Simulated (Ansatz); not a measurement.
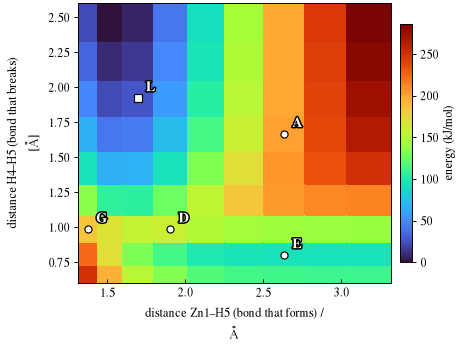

The reacting system ClH4NZn (fragments ClH₂NZn + H₂ where the first distance is long, ClH₄NZn where the second is long). First axis: distance Zn1–H5 (bond that forms). Second axis: distance H4–H5 (bond that breaks). Relaxed at each point: all other coordinates. Grid: 9 × 9 points. Points are written as (first, second). Energies are in kJ/mol, from the lowest grid point. Energies and slopes of some neighbouring points disagree (a jump in structure or state, or too coarse a mesh). The reference is spin-restricted, so regions where a bond is pulled apart into radicals lie too high. Method: RKS PBE0-D4/def2-SVP (Ansatz).

The picture shows one coloured cell a grid point, lettered points.

Q: Rank the lettered points by energy, lowest first.

A: L (27 kJ/mol), E (94 kJ/mol), D (160 kJ/mol), G (185 kJ/mol), A (202 kJ/mol).
